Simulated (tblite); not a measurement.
# C5H8NS: the cost of one run

Computed with tblite 0.8.0 and PySCF 2.14.0, with density-fitted response routines of our own, on a single molecule in the gas phase. Atoms are numbered from 0 throughout.

## 1. The starting structure

15 atoms, charge 0, multiplicity 2; geometry from: force field or distance geometry start.

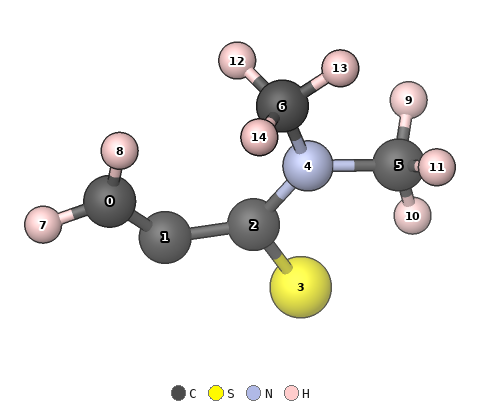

As it starts; carbon dark grey, sulfur yellow, nitrogen light blue, hydrogen pink, atoms numbered.

## 2. Geometry optimisation with GFN2-xTB

Job settings and geometry (Å):

```
{"job": {"kind": "relax", "xc": "GFN2-xTB", "basis": "xTB"}, "charge": 0, "multiplicity": 2}
C      2.550000     0.307500     0.207200
C      1.792500     1.006900    -0.583100
C      0.415700     0.933500    -0.893500
S     -0.151400     2.065400    -1.994900
N     -0.557900     0.031200    -0.394700
C     -1.941200     0.162900    -0.889100
C     -0.314200    -1.019500     0.543200
H      3.619700     0.592000     0.272200
H      2.275600    -0.527600     0.834300
H     -2.135800    -0.800900    -1.401600
H     -2.038100     1.031900    -1.549000
H     -2.615000     0.169000    -0.002700
H      0.377800    -1.747800     0.092400
H     -1.285500    -1.557900     0.702100
H      0.003500    -0.638600     1.529700
```

The run is started by

```console
$ OMP_NUM_THREADS=1 python probes_run.py task.json out
```

The driver reads the jobs from task.json and runs them one after another.

**Question.** How long does this first job take on 1 thread of Arm Neoverse N1, shared host, and how much memory does it need?

About 1.3 s, with a peak of 0.18 GiB.
